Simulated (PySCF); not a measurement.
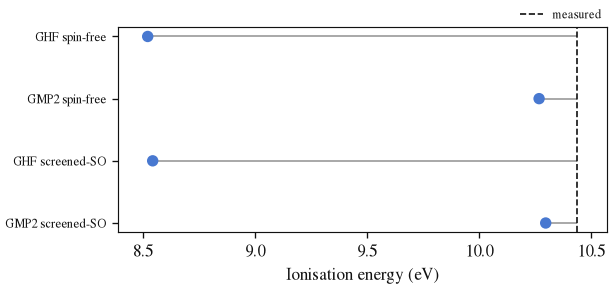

The ionisation energy of neutral mercury ([Xe] 4f¹⁴ 5d¹⁰ 6s² → [Xe] 4f¹⁴ 5d¹⁰ 6s₁/₂) across levels of theory. PySCF, x2c-TZVPall-2c, two-component X2C-1e. 60 core electrons frozen.

### Which methods come out highest, lowest and best?

The values run from 8.52 eV (GHF spin-free) to 10.30 eV (GMP2 screened-SO). The measured value is 10.44 eV; nearest to it come GMP2 screened-SO (−0.14) and GMP2 spin-free (−0.17), furthest GHF spin-free (−1.92 eV).

```
          Method  Ionisation energy (eV)
   GHF spin-free                    8.52
  GMP2 spin-free                   10.27
 GHF screened-SO                    8.54
GMP2 screened-SO                   10.30
```
